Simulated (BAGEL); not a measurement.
# A workflow on InSiNH6 (SMILES N[SiH2][InH2])

We compute the energy (HF/x2c-SVPall), then the energy (NEVPT2(2,2)/x2c-SVPall) of InSiNH6. 

The results are computed with BAGEL 1.2.2.

1 further run of the same task is left out (set aside as unsound or not needed).

**1. The molecule**

The species is InSiNH6 (9 atoms), meant as a singlet with charge 0. As SMILES, `N[SiH2][InH2]`. The N1–H5 distance was set to 1.916 Å, away from the relaxed value. At this shape a bond of the SMILES string is far longer than usual.

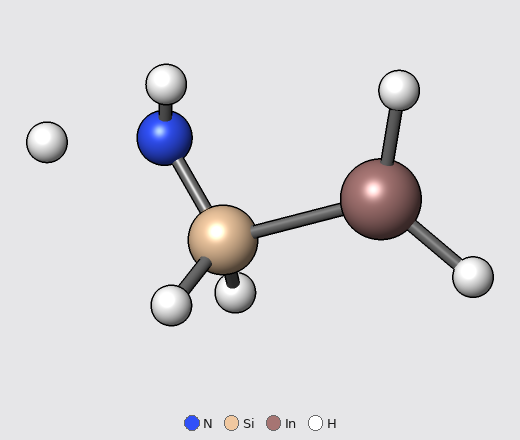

The structure, seen from a chosen angle (nitrogen blue, silicon light orange, indium brown, hydrogen white).

**2. The energy at HF/x2c-SVPall (DKH2, density fitting with AutoAux) (run 1)**

Input file input.json:

```json
{ "bagel" : [

{
  "title" : "molecule",
  "basis" : "x2c-svpall.json",
  "df_basis" : "x2c-svpall-autoaux.json",
  "dkh" : true,
  "geometry" : [
    { "atom" : "N", "xyz" : [    -1.43943651,    -0.11481031,    -1.35851655 ] },
    { "atom" : "Si", "xyz" : [     0.95163395,     0.17356190,     0.84811664 ] },
    { "atom" : "In", "xyz" : [     0.75018915,    -3.60475652,     3.89964639 ] },
    { "atom" : "H", "xyz" : [    -1.82512962,    -1.82614629,    -2.09588769 ] },
    { "atom" : "H", "xyz" : [    -1.95718935,     2.48687958,    -3.82197109 ] },
    { "atom" : "H", "xyz" : [     0.56650777,     2.61603291,     2.19719212 ] },
    { "atom" : "H", "xyz" : [     3.56909361,     0.34004677,    -0.23280670 ] },
    { "atom" : "H", "xyz" : [    -0.79636271,    -6.36640228,     3.04133278 ] },
    { "atom" : "H", "xyz" : [     2.14272833,    -3.56374946,     6.85801264 ] }
  ]
},

{
  "title" : "hf"
},

{
  "title" : "print",
  "file" : "orbitals.molden",
  "orbitals" : true
}

]}
```

The basis set x2c-SVPall is read from a file made from the Basis Set Exchange's data (not shown).

Started as:

```bash
BAGEL_NUM_THREADS=1 BAGEL input.json > input.out
```

Output:

```text
* using 1 threads per process

  ===============================================================
  ===============================================================

  *** Geometry ***

  { "atom" : "N", "xyz" : [     -1.439437,     -0.114810,     -1.358517 ] },
  { "atom" : "Si", "xyz" : [      0.951634,      0.173562,      0.848117 ] },
  { "atom" : "In", "xyz" : [      0.750189,     -3.604757,      3.899646 ] },
  { "atom" : "H", "xyz" : [     -1.825130,     -1.826146,     -2.095888 ] },
  { "atom" : "H", "xyz" : [     -1.957189,      2.486880,     -3.821971 ] },
  { "atom" : "H", "xyz" : [      0.566508,      2.616033,      2.197192 ] },
  { "atom" : "H", "xyz" : [      3.569094,      0.340047,     -0.232807 ] },
  { "atom" : "H", "xyz" : [     -0.796363,     -6.366402,      3.041333 ] },
  { "atom" : "H", "xyz" : [      2.142728,     -3.563749,      6.858013 ] },

  Number of auxiliary basis functions:      762

  Since a DF basis is specified, we compute 2- and 3-index integrals:
    o Being stored without compression. Storage requirement is 0.059 GB

  Number of basis functions:       98
  Number of electrons      :       76

    * METHOD: MOLECULE                             0.64

  *** RHF ***

  === Nuclear Repulsion ===
   311.1585796832

      * DIIS with orbital gradients will be used.

  === RHF iteration (x2c-svpall.json) ===
      0      -6223.13097802          0.01503770           0.26
      1      -6223.20385112          0.01377637           0.25
      2      -6223.32832847          0.00136464           0.25
      3      -6223.33163243          0.00034444           0.26
      4      -6223.33188489          0.00011924           0.26
      5      -6223.33191840          0.00003535           0.24
      6      -6223.33192151          0.00001209           0.25
      7      -6223.33192209          0.00000781           0.25
      8      -6223.33192241          0.00000447           0.25
      9      -6223.33192252          0.00000238           0.25
     10      -6223.33192255          0.00000058           0.25
     11      -6223.33192255          0.00000016           0.25
     12      -6223.33192255          0.00000006           0.25
     13      -6223.33192255          0.00000002           0.25
     14      -6223.33192255          0.00000001           0.25
     15      -6223.33192255          0.00000000           0.25
    * SCF iteration converged.

    * Permanent dipole moment:
           (   -0.072440,     0.147877,     0.299640) a.u.

    * METHOD: HF                                   4.71

    * METHOD: PRINT                                0.02

  ===============================================================
```

It took 5.7 s on 1 thread of Arm Neoverse V1, shared host; peak memory 0.23 GiB.

**3. The energy at NEVPT2(2,2)/x2c-SVPall (DKH2, density fitting with AutoAux) (run 2)**

Input file calc.json:

```json
{ "bagel": [

{
  "title": "molecule",
  "basis": "x2c-svpall.json",
  "df_basis": "x2c-svpall-autoaux.json",
  "angstrom": false,
  "dkh": true,
  "geometry": [
    { "atom": "N", "xyz": [    -1.43943651,    -0.11481031,    -1.35851655 ] },
    { "atom": "Si", "xyz": [     0.95163395,     0.17356190,     0.84811664 ] },
    { "atom": "In", "xyz": [     0.75018915,    -3.60475652,     3.89964639 ] },
    { "atom": "H", "xyz": [    -1.82512962,    -1.82614629,    -2.09588769 ] },
    { "atom": "H", "xyz": [    -1.95718935,     2.48687958,    -3.82197109 ] },
    { "atom": "H", "xyz": [     0.56650777,     2.61603291,     2.19719212 ] },
    { "atom": "H", "xyz": [     3.56909361,     0.34004677,    -0.23280670 ] },
    { "atom": "H", "xyz": [    -0.79636271,    -6.36640228,     3.04133278 ] },
    { "atom": "H", "xyz": [     2.14272833,    -3.56374946,     6.85801264 ] }
  ]
},

{ "title": "hf" },

{ "title": "nevpt2", "nstate": 1, "nact": 2, "nclosed": 37, "active": [35, 39], "maxiter": 200, "natocc": true, "ncore": 24 },

{ "title": "print", "file": "orbitals.molden", "orbitals": true }

]}
```

The basis set x2c-SVPall is read from a file made from the Basis Set Exchange's data (not shown).

Started as:

```bash
BAGEL_NUM_THREADS=1 BAGEL calc.json > calc.out
```

Output:

```text
* using 1 threads per process

  ===============================================================
  ===============================================================

  *** Geometry ***

  { "atom" : "N", "xyz" : [     -1.439437,     -0.114810,     -1.358517 ] },
  { "atom" : "Si", "xyz" : [      0.951634,      0.173562,      0.848117 ] },
  { "atom" : "In", "xyz" : [      0.750189,     -3.604757,      3.899646 ] },
  { "atom" : "H", "xyz" : [     -1.825130,     -1.826146,     -2.095888 ] },
  { "atom" : "H", "xyz" : [     -1.957189,      2.486880,     -3.821971 ] },
  { "atom" : "H", "xyz" : [      0.566508,      2.616033,      2.197192 ] },
  { "atom" : "H", "xyz" : [      3.569094,      0.340047,     -0.232807 ] },
  { "atom" : "H", "xyz" : [     -0.796363,     -6.366402,      3.041333 ] },
  { "atom" : "H", "xyz" : [      2.142728,     -3.563749,      6.858013 ] },

  Number of auxiliary basis functions:      762

  Since a DF basis is specified, we compute 2- and 3-index integrals:
    o Being stored without compression. Storage requirement is 0.059 GB

  Number of basis functions:       98
  Number of electrons      :       76

    * METHOD: MOLECULE                             0.65

  *** RHF ***

  === Nuclear Repulsion ===
   311.1585796832

      * DIIS with orbital gradients will be used.

  === RHF iteration (x2c-svpall.json) ===
      0      -6223.13097802          0.01503770           0.26
      1      -6223.20385112          0.01377637           0.25
      2      -6223.32832847          0.00136464           0.25
      3      -6223.33163243          0.00034444           0.25
      4      -6223.33188489          0.00011924           0.24
      5      -6223.33191840          0.00003535           0.24
      6      -6223.33192151          0.00001209           0.24
      7      -6223.33192209          0.00000781           0.25
      8      -6223.33192241          0.00000447           0.25
      9      -6223.33192252          0.00000238           0.26
     10      -6223.33192255          0.00000058           0.25
     11      -6223.33192255          0.00000016           0.25
     12      -6223.33192255          0.00000006           0.25
     13      -6223.33192255          0.00000002           0.25
     14      -6223.33192255          0.00000001           0.24
     15      -6223.33192255          0.00000000           0.24
    * SCF iteration converged.

    * Permanent dipole moment:
           (   -0.072440,     0.147877,     0.299640) a.u.

    * METHOD: HF                                   4.70

    * freezing 24 orbitals
  ---------------------------
      CASSCF calculation
  ---------------------------

    ==== Active orbitals : =====
         Orbital 35
         Orbital 39
    ============================

    * nstate   :      1
    * nclosed  :     37
    * nact     :      2
    * nvirt    :     59
  === CASSCF iteration (x2c-svpall.json) ===

    * Using the second-order algorithm

      0  0     -6223.34009342     1.02e-03      0.06

      1  0     -6223.39030167     2.72e-03      1.20

      2  0     -6223.39901698     7.30e-04      1.26

      3  0     -6223.39954966     1.91e-04      1.37

      4  0     -6223.39958075     5.80e-05      1.39

      5  0     -6223.39958314     1.86e-05      1.32

      6  0     -6223.39958336     6.00e-06      1.37

      7  0     -6223.39958338     1.93e-06      1.32

      8  0     -6223.39958338     6.15e-07      1.36

      9  0     -6223.39958338     1.96e-07      1.27

     10  0     -6223.39958338     6.22e-08      1.23

     11  0     -6223.39958338     1.97e-08      1.13

     12  0     -6223.39958338     6.25e-09      1.09

    * Second-order optimization converged. *

     guess   0:   closed 1.                   open ..

  === FCI iteration ===

      0  0     -6223.32585454     9.30e-02      0.00
      1  0     -6223.39858995     1.04e-02      0.00
      2  0 *   -6223.39958338     2.69e-16      0.00

     * ci vector, state   0, <S^2> = 0.0000
       2.     0.9293329002
       .2    -0.3692429561

  === DF-NEVPT2 calculation ===

    * 3-index integral transformation done
    * assembly done

      NEVPT2 correlation energy:   -0.3563670250      0.22

          (+0)     -0.2697496393
          (+0)'    -0.0401788954
          (+1)     -0.0102270496
          (+1)'    -0.0001172422
          (+2)     -0.0003992487
          (-1)     -0.0336224525
          (-1)'    -0.0000643999
          (-2)     -0.0020080974

      NEVPT2 total energy:       -6223.7559504069

    * METHOD: NEVPT2                              16.76

    * METHOD: PRINT                                0.02

  ===============================================================
```

Run time: 23 s. Hardware: 1 thread of Arm Neoverse V1, shared host; peak memory 0.25 GiB.

**4. Outcome**

| quantity | value |
| --- | --- |
| run 1, HF/x2c-SVPall: total energy | -6223.33192 Eh |
| run 1, HF/x2c-SVPall: dipole moment | 0.87 D |
| run 1, HF/x2c-SVPall: HOMO energy | -9.16 eV |
| run 1, HF/x2c-SVPall: LUMO energy | 0.26 eV |
| run 1, HF/x2c-SVPall: HOMO–LUMO gap | 9.43 eV |
| run 2, NEVPT2(2,2)/x2c-SVPall: total energy | -6223.75595 Eh |
